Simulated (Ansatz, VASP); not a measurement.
# Cross-check of NaPt2I between VASP and Ansatz

One calculation is typed for both programs; each brings its own data sets and cutoff. How far apart do they land? The cell is invented: other elements were put on sites of a known structure type. It may not be a known or stable phase. The cell comes out of the VASP series on this material, whose earlier steps may have relaxed, scaled or displaced it; both programs get it as it stands.

Calculated with Ansatz 0.2.0; plane waves, with VASP 6.6.1 beside it; zone-centre phonons at PBE.

## (1) Set-up

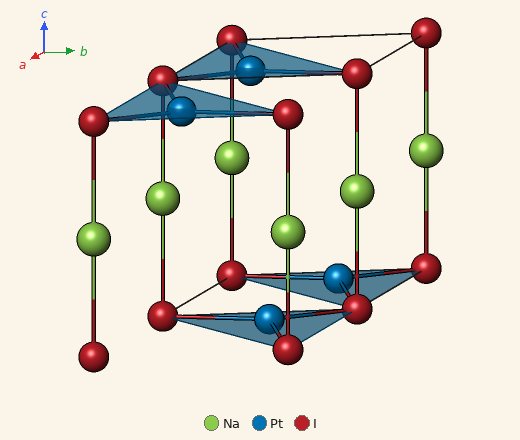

The cell as given, slightly off an axis (sodium green, platinum blue, iodine red). 2×1×1 cells are drawn. Some periodic images of atoms are drawn too.

## (2) Ansatz: zone-centre phonons, PBE

Ansatz runs on its default PAW (the set named soft_2) files.

Second derivatives magnify differences that forces hide, and they need a tight electronic threshold.

File input.yaml:

```yaml
crystal:
  lattice:
    - [4.8010783366, 0.0, 0.0]
    - [-2.4005391683, 4.1578557924, 0.0]
    - [0.0, 0.0, 5.8848318102]
  atoms:
    - { symbol: Na, position: [0.0, 0.0, 0.5] }
    - { symbol: Pt, position: [0.33333333, 0.66666667, 0.0251689436] }
    - { symbol: Pt, position: [0.66666667, 0.33333333, 0.9748310564] }
    - { symbol: I, position: [0.0, 0.0, 0.0] }
hamiltonian:
  xc: pbe
  pseudopotentials: { kind: paw }
kpoints:
  mp_grid: { grid: [9, 9, 7] }
scf:
  occupations: { method: methfessel_paxton, width: 0.2 }
phonons:
  method: dfpt
  qpoints: [[0, 0, 0]]
```

Started as:

```sh
$ ansatz run input.yaml --threads 4 --pin off --max-ram 9216MiB --backend cpu --events-out ev --progress --plain --runs-dir out
```

Numbers of over 12 decimals in the logs are rounded to 6 here.

What it wrote:

```text
Engine: ansatz 0.2.0, aarch64-unknown-linux-gnu
Pseudopotentials: kind: paw
Pseudopotential: Na, paw, valence charge 9, recommended cutoff 420 eV (normal), Na.paw.azcp
Pseudopotential: Pt, paw, valence charge 18, recommended cutoff 420 eV (normal), Pt.paw.azcp
Pseudopotential: I, paw, valence charge 17, recommended cutoff 420 eV (normal), I.paw.azcp
Functional definition: PBE
  parameter kappa = 0.804
  parameter beta = 0.066725
  exchange = pbe_x(kappa = kappa, mu = beta*pi^2/3)
  correlation = pbe_c(beta = beta)
Crystal: 4 atoms, lattice volume = 117.474 Å³
Basis set: ecut = 420 eV, 2263 PW (Γ), exchange–correlation on 72×72×80 points (8 copies of the dense FFT grid, shifted against one another)
Bands: 38, of which v1, the nominal top of the filled ones, is band 31 counted from 1 (30 counted from 0)
Symmetry: 12 space group operations
k-points: 160 of 567 (irreducible under 2 space group operations, time reversal used)
Non-local potential: Na, projectors of the file, l = 0: 3, l = 1: 2, l = 2: 1
Non-local potential: Pt, projectors of the file, l = 0: 3, l = 1: 2, l = 2: 2, l = 3: 1
Non-local potential: I, projectors of the file, l = 0: 2, l = 1: 2, l = 2: 2, l = 3: 2
PAW form: soft (Blöchl's): semilocal exchange-correlation on the pseudo side does not see the compensation charge
PAW one-centre angular grid: Na, 110 points (default); XC on 64 Gauss nodes
PAW one-centre angular grid: Pt, 590 points (default); XC on 64 Gauss nodes
PAW one-centre angular grid: I, 590 points (default); XC on 64 Gauss nodes
Initial density: superposition of atomic densities (neutral atoms: chi_scale 0, normalization atom), corrected by the library's trained network
Initial wavefunctions: pseudopotential atomic-orbital guess
Functional: x = pbe(κ = 0.804, μ = 0.219515), c = pbe(β = 0.066725)
SCF iter   1: F=—  HF=-34044.360069 eV  |F-HF|=—  |Δ(HF+E_count)|=         —  Δρ=3.97e-3  dr2=4.42e-2  ethr=1.77e-3  ⟨swp⟩=7.1  Hψ=26474  notcnv=0
preconditioner: auto → LDOS  [metal: Δε(μ)=0.006 eV  Ē_g=7.699 eV  σ=0.200 eV  W_gap=0.03  n_scr=22 (ndim 8)  ℏωp=18.1 eV  f_vac=0.286  D(μ)=3.22/eV (n_scr^D=22)  β→1.0]
SCF iter   2: F=—  HF=-34044.354792 eV  |F-HF|=—  |Δ(HF+E_count)|=   5.28e-3  S|Δr|=    0.00e0  Δρ=3.24e-3  dr2=1.42e-2  ethr=7.13e-5  ⟨swp⟩=2.0  Hψ=9616  notcnv=0  defer=4
SCF iter   3: F=—  HF=-34044.352214 eV  |F-HF|=—  |Δ(HF+E_count)|=   2.58e-3  S|Δr|=    0.00e0  Δρ=1.09e-3  dr2=1.79e-3  ethr=2.29e-5  ⟨swp⟩=2.1  Hψ=9690  notcnv=0  defer=4
SCF iter   4: F=—  HF=-34044.351871 eV  |F-HF|=—  |Δ(HF+E_count)|=   3.42e-4  S|Δr|=    0.00e0  Δρ=2.44e-4  dr2=1.26e-4  ethr=2.89e-6  ⟨swp⟩=2.0  Hψ=7603  notcnv=0  defer=4
SCF iter   5: F=—  HF=-34044.351853 eV  |F-HF|=—  |Δ(HF+E_count)|=   1.83e-5  S|Δr|=    0.00e0  Δρ=6.58e-5  dr2=1.05e-5  ethr=2.04e-7  ⟨swp⟩=2.0  Hψ=8058  notcnv=0  defer=4
SCF iter   6: F=—  HF=-34044.351849 eV  |F-HF|=—  |Δ(HF+E_count)|=   4.63e-6  S|Δr|=    0.00e0  Δρ=2.31e-5  dr2=1.23e-6  ethr=1.69e-8  ⟨swp⟩=2.0  Hψ=8095  notcnv=0  defer=4
SCF iter   7: F=—  HF=-34044.351848 eV  |F-HF|=—  |Δ(HF+E_count)|=   5.10e-7  S|Δr|=    0.00e0  Δρ=8.45e-6  dr2=1.34e-7  ethr=1.98e-9  ⟨swp⟩=2.0  Hψ=8250  notcnv=0  defer=4
SCF iter   8: F=—  HF=-34044.351848 eV  |F-HF|=—  |Δ(HF+E_count)|=   1.20e-8  S|Δr|=    0.00e0  Δρ=1.55e-6  dr2=3.63e-9  ethr=2.17e-10  ⟨swp⟩=2.0  Hψ=8069  notcnv=0  defer=4
SCF iter   9: F=—  HF=-34044.351848 eV  |F-HF|=—  |Δ(HF+E_count)|=   2.67e-9  S|Δr|=    0.00e0  Δρ=5.42e-7  dr2=2.82e-10  ethr=5.85e-12  ⟨swp⟩=2.0  Hψ=10500  notcnv=0  defer=4
SCF iter  10: F=—  HF=-34044.351848 eV  |F-HF|=—  |Δ(HF+E_count)|=  6.55e-11  S|Δr|=    0.00e0  Δρ=1.43e-7  dr2=1.25e-11  ethr=1.00e-12  ⟨swp⟩=2.0  Hψ=10381  notcnv=0  defer=4
SCF iter  11: F=-34044.351848 eV  HF=-34044.351848 eV  |F-HF|=7.28e-12  |Δ(HF+E_count)|=    0.00e0  S|Δr|=    0.00e0  Δρ=3.08e-8  dr2=5.50e-13  ethr=1.00e-12  ⟨swp⟩=12.2  Hψ=31056  notcnv=0
SCF 1 converged in 11 iterations: F = -34044.351848 eV  dr2 = 5.50e-13
  greatest PAW one-centre occupation: 1.000 electrons in one spin orbital (limit 2), on the Pt atom at site 2 (counted from 0), in its partial waves of l = 0
DFPT response loops at Γ: preconditioner auto → none (partly filled bands, converged f_vac=0.291); β = 0.50; Broyden in place of MSR1
SCF converged after 11 iterations
Stability not checked: this state was not tested for a lower state beside it, because cold or Methfessel-Paxton smearing, or corrected tetrahedra, fill the levels in a way that the test cannot read (fill_not_monotonic; see scf.lower_state_search)
Free energy (F): -34044.351848 eV
Harris-Foulkes:  -34044.351848 eV  (|F-HF|=7.28e-12)
Internal energy: -34044.333888 eV  (E = F + TS)
E sigma→0 (E₀):  -34044.347358 eV
Entropy (-TS):   -0.017960 eV (-4.490 meV/atom)
Fermi energy:    8.692828 eV
--- Per-component energies (eV) ---
  E_band       = -1309.935477
  E_kinetic    = 1591.413650
  E_local      = -10409.469027  (includes V_loc(G=0)·N_el)
  E_nonlocal   = 427.097833
  E_hartree    = 4450.257457
  E_xc         = -690.310884
  E_vxc        = -783.809516  (∫ρ·V_xc dr)
  E_paw        = -23989.059909  (= ΣΔE_a)
  E_vpaw       = -1035.683666  (= ΣTr[D̂ρ^β])
  E_aug_tail   = 0.000346  (compensation charges beyond the density's cutoff)
  E_ewald      = -5424.263353
  E_smearing   = -0.017960  (= −TS)
  E_closure    = 0.000000  (closes the sum)
  Σ components = -34044.351848   (vs F -34044.351848, Δ=0.00e0)
--- Band table (eV; the first three rows and the last of 160) ---
  k-point 0: bands = [... 27 lower, 7.3793, 7.3793, 7.4671, 10.3779, 10.3779, 10.5604, 11.9280, 11.9280, ... 3 higher]
  k-point 1: bands = [... 27 lower, 7.3776, 7.3776, 7.4701, 10.3800, 10.3800, 10.3954, 11.9539, 11.9539, ... 3 higher]
  k-point 2: bands = [... 27 lower, 7.3738, 7.3738, 7.4740, 10.0303, 10.3848, 10.3848, 12.0136, 12.0136, ... 3 higher]
  k-point 159: bands = [... 27 lower, 7.1655, 7.5995, 7.6561, 8.0971, 9.7415, 10.2513, 12.0610, 12.5504, ... 3 higher]
--- Phonons (Γ-DFPT): 6 representative perturbations + reference, on 160 of 567 k-points (Σ response iterations 23) ---
  k mesh reduced under 2 symmetry operations, with k and −k counted as one. Each operation leaves every solved perturbation unchanged. A smaller set is not used because it would not reduce the number of displacements times k-points to solve
  ASR residual: 1.749e-3 → 0.000e0 eV/Å²; symmetrization residual: 4.885e-6 eV/Å²
  ASR residual per site (eV/Å²): 1.75e-3 2.52e-5 2.52e-5 8.84e-4
  Γ frequencies (cm⁻¹): -90.60 -90.60 -63.24 -55.99 -55.99 0.00 0.00 0.00 38.38 113.54 113.54 228.91
  non-analytic LO–TO correction: not included (Born effective charges unavailable; polar crystals: no LO–TO splitting at Γ)
--- Phonons (arbitrary-q DFPT): 1 explicit q-point ---
  q = [0, 0, 0] (of the zone-centre solve; hermiticity 1.17e-6, symmetrization 4.95e-7): -90.60 -90.60 -63.24 -55.99 -55.99 -0.00 -0.00 0.00 38.38 113.54 113.54 228.91
  sum rule: each row above includes the acoustic sum rule's correction from the zone centre's row sums; it moved no ω² by more than (4.55 cm⁻¹)²
```

Run time: 2.5 min. Hardware: 4 threads of Arm Neoverse V2, shared host; peak memory 2.1 GiB; 9.1 min of CPU time.

(Continued in part 2 of 3.)

[Lines on the potential files, build, host, timing and source positions are cut from VASP's logs without a mark.]

[Logs are printed without paths, hosts, clocks, repeated set-up lines and the standing remarks that a program may print on its own settings, such as how far it seeks lower states.]

[Hosts, paths, dates, database ids (printed as entryN), source tags and the programs' standing remarks are cut or masked in the printed files.]
